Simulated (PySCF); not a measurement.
**Cu(CO)H (CHCuO): what the electrons do**

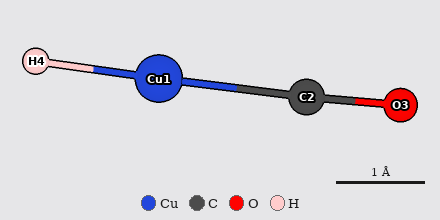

The molecule, with its atoms numbered as below. No frequency check shows the geometry to be a minimum.

Coordinates in Å:

```
Cu1      0.7411    0.0004    0.0000
C2      -1.0447    0.0203    0.0000
O3      -2.1815   -0.0118    0.0000
H4       2.2292   -0.0399    0.0000
```

### 1. Bonding charge

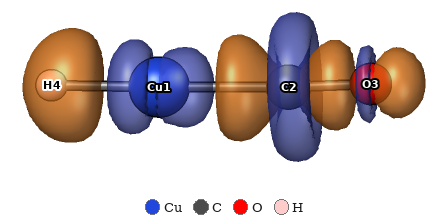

Deformation density (molecule less spherical, spin-averaged free atoms at the same positions), surfaces at ±0.06 e/Å³; orange: gain, blue: loss.

Computed with PySCF, BP86/def2-TZVP, geometry: GFN2-xTB. This is a single-reference result, which may miss multireference character in this system.

Question: How much density has each bond gained at its critical point, relative to the free atoms?

Answer: C2–O3: +0.88 e/Å³ at the bond critical point (bond length 1.14 Å, Mayer order 2.4). Cu1–H4: +0.24 e/Å³ at the bond critical point (bond length 1.49 Å, Mayer order 0.8). Cu1–C2: +0.13 e/Å³ at the bond critical point (bond length 1.79 Å, Mayer order 0.7). In all, 0.9 electrons gather in the regions of gain relative to the promolecule. A small or negative value marks a very polar bond, one between electron-rich atoms, whose free-atom densities already overlap strongly, a long bond to a heavier atom, or a closed-shell contact such as a hydrogen bond.

Question: Where do the Hirshfeld charges lie?

Answer: The highest Hirshfeld charge is on Cu1 (+0.16 e), the lowest on H4 (−0.22 e).

```csv
atom,charge (e)
Cu1,+0.16
C2,+0.10
O3,−0.05
H4,−0.22
```

### 2. Bond critical points

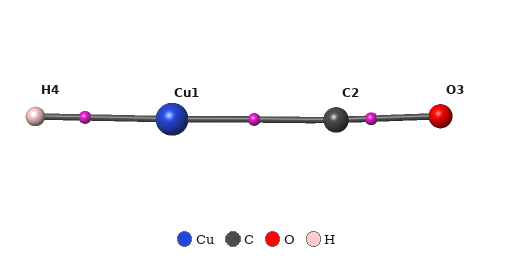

Molecular graph of the electron density (QTAIM): bond paths, bond critical points (magenta), ring points (cyan, if any); weak paths are dashed.

Question: How many critical points of each kind are there, and does the count close?

Answer: 4 nuclei, 3 bond, 0 ring and 0 cage critical points: 4 − 3 + 0 − 0 = 1, as the Poincaré–Hopf relation requires.

Question: Tabulate density, Laplacian, ellipticity and energy density at the bond critical points (atomic units).

Answer:
```json
{"bond": "C2–O3", "length (Å)": "1.137", "ρ (a.u.)": "0.494", "∇²ρ (a.u.)": "+0.64", "ε": "0.00", "H (a.u.)": "−0.923"}
{"bond": "Cu1–C2", "length (Å)": "1.786", "ρ (a.u.)": "0.146", "∇²ρ (a.u.)": "+0.47", "ε": "0.00", "H (a.u.)": "−0.083"}
{"bond": "Cu1–H4", "length (Å)": "1.489", "ρ (a.u.)": "0.130", "∇²ρ (a.u.)": "+0.08", "ε": "0.00", "H (a.u.)": "−0.081"}
```

Question: What kind of interaction is Cu1–H4?

Answer: Polar or intermediate (positive Laplacian, negative energy density H): ρ = 0.130, ∇²ρ = +0.08, H = −0.081 a.u.

### 3. Local ionisation energy

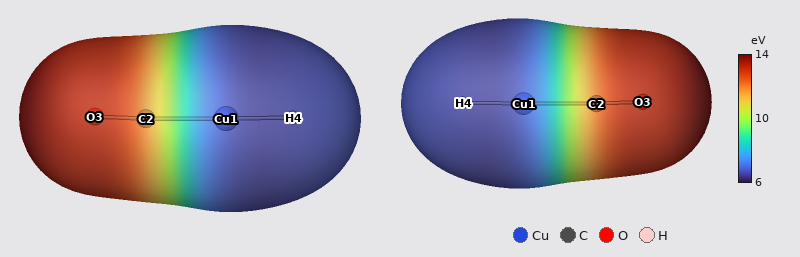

Average local ionisation energy on the surface of electron density 0.001 a.u. (back view left, front view right).

Question: Locate the minima of the map.

Answer: The lowest value is 6.5 eV, off the Cu1–H4 bond (2.1 to 2.2 Å from its atoms), and at like points elsewhere. For comparison, the highest occupied orbital lies at −6.2 eV.
